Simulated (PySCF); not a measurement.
C4H7FS: NMR shielding calculation

The run: NMR shielding calculation of C4H7FS. Method and program: GIAO PBE0/pcSseg-1 NMR shielding, non-relativistic, gas phase (PySCF 2.14.0).

The geometry comes from this level: GFN2-xTB, MD frame at 625 fs, 300 K. It belongs to a series of runs on one base structure; here: MD frame at 625 fs, 300 K. Figures and captions count atoms from 1; the log counts them from 0 in places.

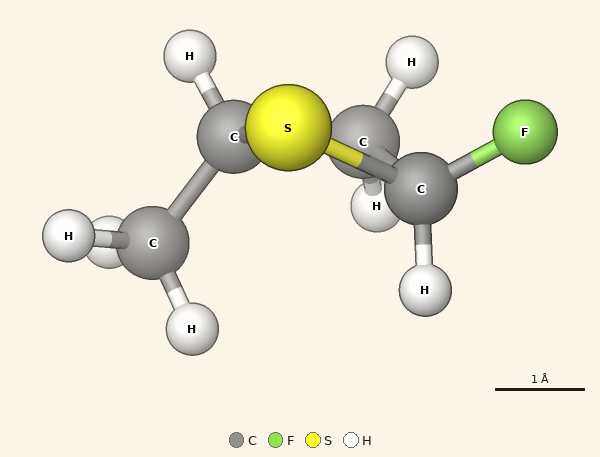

Figure 1. The structure as given in the input (ball-and-stick view, seen at a tilt). Bond lengths as drawn: C–C 1.51 to 1.53 Å, C–F 1.36 Å, C–H 1.08 to 1.20 Å and C–S 1.83 to 1.89 Å.

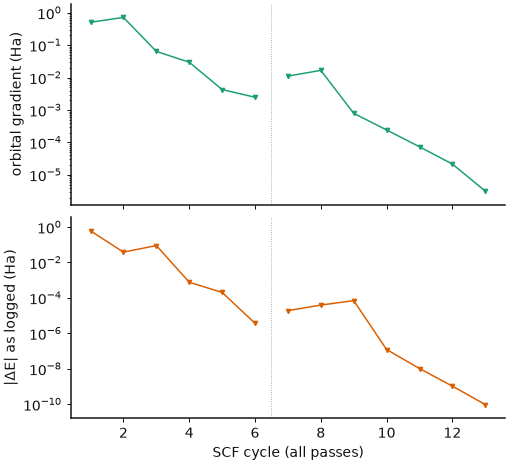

Figure 2. Convergence of the self-consistent field: orbital gradient and size of the energy change against the SCF cycle. The dotted line marks the change from a coarse to the final integration grid. The first 6 cycles use a coarse grid, the final grid takes over at cycle 7, and the field converges after 13 cycles in all.

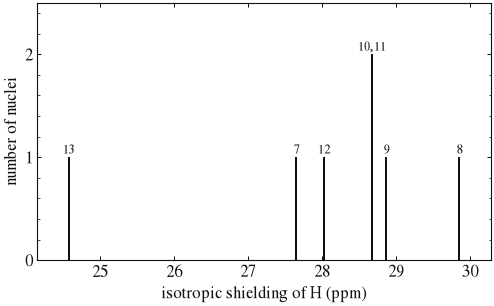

Figure 3. Isotropic shieldings of the hydrogen nuclei in this fixed geometry, labelled by atom number; shielding grows to the right, so chemical shift grows to the left. The least shielded is H13 (24.6 ppm), the most shielded H8 (29.9 ppm).

The input and output of the run follow.

Input file
```
{"job": {"kind": "nmr", "xc": "PBE0", "basis": "pcSseg-1", "pop": false}, "charge": 0, "multiplicity": 1}
C      0.701300    -1.233400     0.553800
C     -0.120500     0.041700     0.769600
C     -1.504300    -0.078300     1.411700
C     -2.357800    -0.159100     0.174400
F     -3.487800     0.591800     0.299100
S     -0.938900     0.705900    -0.730600
H      1.547000    -0.978400    -0.262700
H      0.143300    -2.075700     0.165200
H      1.314100    -1.568200     1.444400
H      0.499500     0.764900     1.306300
H     -1.624200    -1.007900     1.991500
H     -1.927300     0.719200     2.016200
H     -2.522500    -1.228600    -0.191500
```

The first line tells a small driver script what to run in PySCF; the rest is the geometry in Å.

Launched with:
```bash
OMP_NUM_THREADS=1 python <driver script> task.json out
```

Log
```
coarse grid: 11400 points
cycle   1  E = -654.0638563927  dE =  6.128e-01  |g| = 5.092e-01  |ddm| = 3.174e+00
cycle   2  E = -654.0254569356  dE =  3.840e-02  |g| = 7.190e-01  |ddm| = 8.371e-01
cycle   3  E = -654.1157942404  dE = -9.034e-02  |g| = 6.449e-02  |ddm| = 4.664e-01
cycle   4  E = -654.1165651757  dE = -7.709e-04  |g| = 2.992e-02  |ddm| = 7.359e-02
cycle   5  E = -654.1167691800  dE = -2.040e-04  |g| = 4.283e-03  |ddm| = 2.949e-02
cycle   6  E = -654.1167728713  dE = -3.691e-06  |g| = 2.485e-03  |ddm| = 9.231e-03
final grid: 105792 points
cycle   7  E = -654.1624655080  dE = -1.908e-05  |g| = 1.111e-02  |ddm| = 2.583e-02
cycle   8  E = -654.1624259558  dE =  3.955e-05  |g| = 1.680e-02  |ddm| = 2.796e-02
cycle   9  E = -654.1624961862  dE = -7.023e-05  |g| = 7.931e-04  |ddm| = 1.772e-02
cycle  10  E = -654.1624963089  dE = -1.226e-07  |g| = 2.436e-04  |ddm| = 8.514e-04
cycle  11  E = -654.1624963193  dE = -1.038e-08  |g| = 7.373e-05  |ddm| = 2.352e-04
cycle  12  E = -654.1624963203  dE = -1.050e-09  |g| = 2.161e-05  |ddm| = 8.057e-05
cycle  13  E = -654.1624963204  dE = -9.584e-11  |g| = 3.157e-06  |ddm| = 2.203e-05
converged SCF energy = -654.1624963204

GIAO shielding tensors (ppm)
atom      isotropic    diamagn.    paramagn.     s11        s22        s33       span
  0 C      151.827     246.717     -94.891    131.917    149.446    174.117     42.200
  1 C      157.934     244.864     -86.929    121.651    169.003    183.148     61.497
  2 C      137.460     248.821    -111.361    106.975    140.781    164.624     57.649
  3 C       86.735     255.705    -168.970     45.179     77.827    137.198     92.020
  4 F      323.189     468.472    -145.283    297.020    321.474    351.074     54.054
  5 S      255.491    1055.174    -799.683    -48.856    174.548    640.781    689.637
  6 H       27.651      27.229       0.421     23.833     25.689     33.429      9.596
  7 H       29.853      30.070      -0.216     26.389     28.806     34.364      7.975
  8 H       28.867      27.729       1.137     24.828     26.069     35.704     10.875
  9 H       28.656      30.194      -1.538     22.292     28.980     34.696     12.404
 10 H       28.680      29.221      -0.541     24.628     26.522     34.889     10.261
 11 H       28.020      29.661      -1.641     25.067     27.745     31.247      6.180
 12 H       24.573      29.083      -4.510     19.975     26.478     27.266      7.291
```

Results in brief

| quantity | value |
| --- | --- |
| outcome | converged |
| total energy | −654.162496 hartree |
| HOMO | −6.79 eV |
| LUMO | −0.11 eV |
| dipole moment | 2.71 D |
| isotropic shielding, C | 86.7 to 157.9 ppm |
| isotropic shielding, F | 323.2 ppm |
| isotropic shielding, S | 255.5 ppm |
| isotropic shielding, H | 24.6 to 29.9 ppm |
| hardware | 1 CPU thread, shared host |
| wall time | 31 s |
| peak memory | 0.78 GiB |
